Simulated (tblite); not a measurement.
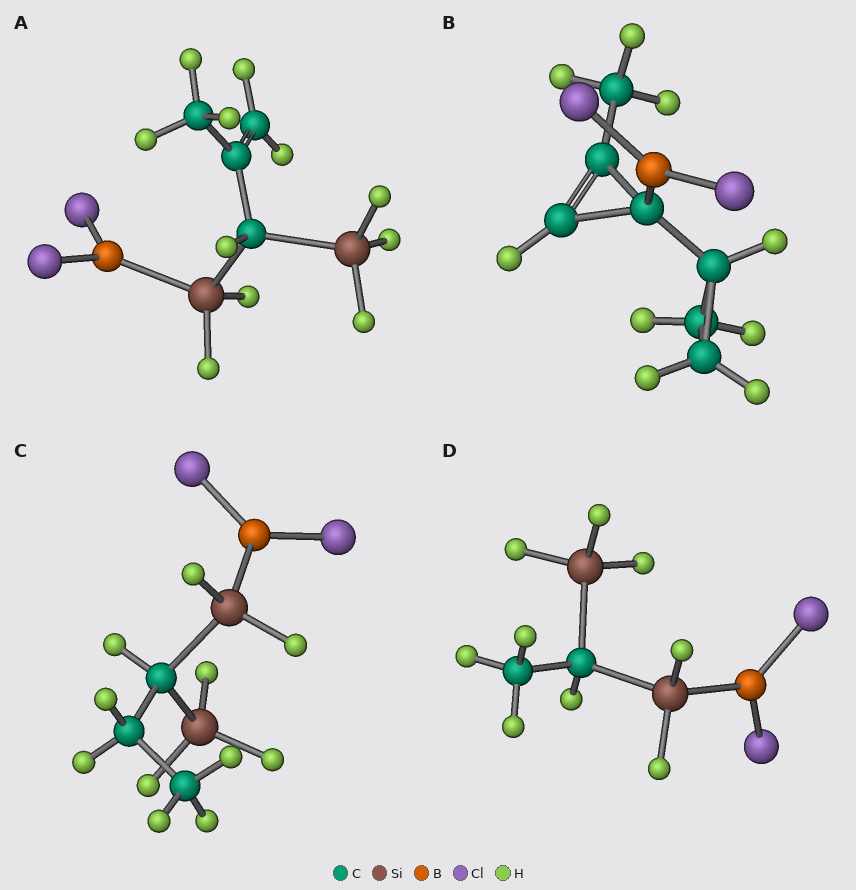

Source: calculation with tblite.

```xyz
20
charge 0, multiplicity 1
C    -1.2981    0.3367   -1.2690
C    -0.0418    0.0780   -0.9321
C     1.1081    0.4591   -1.8140
C     0.3260   -0.6086    0.3490
Si   -0.2393   -2.4313    0.3136
Si   -0.2953    0.3874    1.8644
B     0.1549    2.2844    1.4790
Cl   -1.0352    3.4453    1.0457
Cl    1.7944    2.8191    1.4420
H    -1.5510    0.8277   -2.1932
H    -2.1213    0.0612   -0.6327
H     0.7656    0.9227   -2.7362
H     1.7639    1.1592   -1.2941
H     1.6979   -0.4234   -2.0629
H     1.4179   -0.6212    0.4254
H     0.3364   -3.1222    1.4676
H     0.2548   -3.0439   -0.9235
H    -1.6967   -2.5176    0.3491
H     0.3856   -0.1627    3.0466
H    -1.7320    0.1608    2.0722
```

### Which panel shows the molecule in this file?

A. The file holds C4H11BCl2Si2, `C=C(C)[C@H]([SiH3])[SiH2]B(Cl)Cl`.
